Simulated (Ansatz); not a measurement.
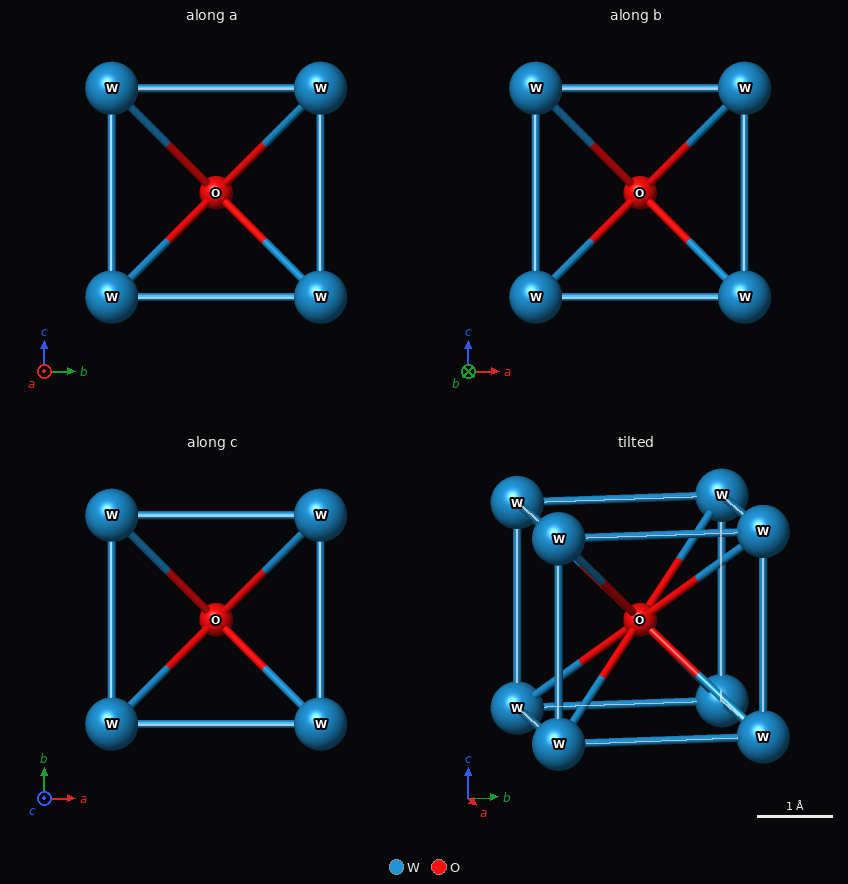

The image is a ball-and-stick drawing of a crystal, viewed along the a axis, along the b axis, along the c axis and slightly off an axis. The conventional unit cell is outlined; an atom on or near a face, edge or corner is repeated at each equivalent position.

Lattice parameters: a = 2.788 Å, b = 2.788 Å, c = 2.788 Å, α = 90.00°, β = 90.00°, γ = 90.00°. Put a along x and b in the xy plane.

### Give the atomic positions as a POSCAR file.

```
W O
1.0
     2.788    0.000    0.000
     0.000    2.788    0.000
     0.000    0.000    2.788
W O
1 1
Direct
  0.0000 0.0000 0.0000
  0.5000 0.5000 0.5000
```

The cell started as a structure type filled with these elements by a generator (whether the compound takes this form wasn't checked). Earlier steps of the study, as a rule a relaxation of our own, may have changed the cell and positions, so they can lie some per cent off the listed ones. It was set up as input for a calculation with Ansatz.
